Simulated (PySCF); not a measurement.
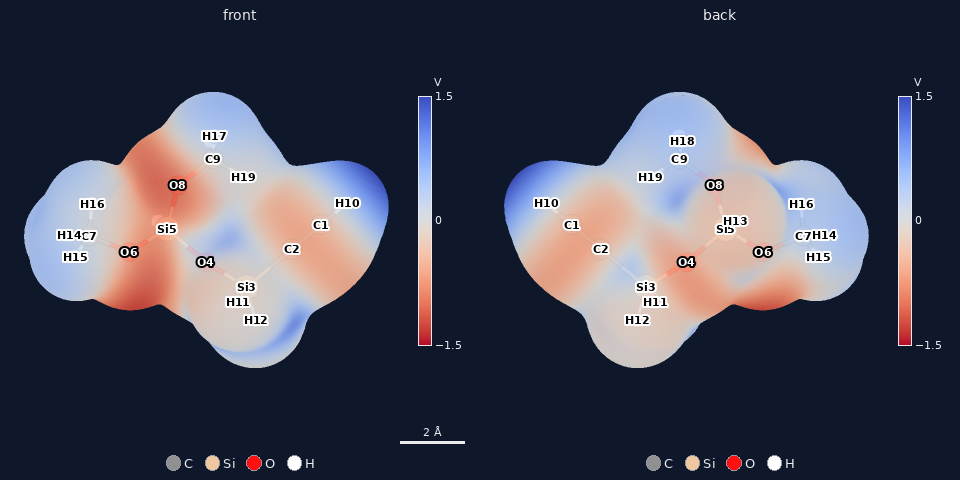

C₄H₁₀O₃Si₂ (SMILES C#C[SiH2]O[SiH](OC)OC). The molecular electrostatic potential painted on the density surface at 0.001 e/bohr³, seen from the front and from behind; the colour scale runs from red (negative) to blue (positive).

Geometry: GFN2-xTB.

Method: PBE0/pcSseg-1, SCF density, gas phase, non-relativistic in PySCF 2.14.0.

```xyz
19

C     3.1668    2.2407   -0.3800
C     2.8671    1.1085   -0.1063
Si    2.3911   -0.6374    0.3200
O     0.9188   -0.9289   -0.2878
Si   -0.6853   -0.7910   -0.3626
O    -1.2554   -1.7947    0.7598
C    -2.5886   -2.0066    1.1201
O    -1.2215    0.6949    0.0045
C    -0.7929    1.9132   -0.5349
H     3.4313    3.2313   -0.6201
H     2.3883   -0.7696    1.7769
H     3.2561   -1.5763   -0.3934
H    -1.0139   -1.1733   -1.7298
H    -3.0949   -2.6016    0.3560
H    -2.5986   -2.5513    2.0650
H    -3.1189   -1.0607    1.2379
H    -1.2083    2.7137    0.0785
H    -1.1488    2.0218   -1.5621
H     0.2979    1.9763   -0.5311
```

**Which sites attract a positive test charge, and which a negative one?**

A positive charge is drawn to the negative regions and a negative charge to the positive ones. The most negative region (about −1.2 V, or −28 kcal/mol for a unit charge) lies over O6, the most positive (about +1.4 V, or +32 kcal/mol for a unit charge) over H10. O6 is the likeliest acceptor of a hydrogen bond.
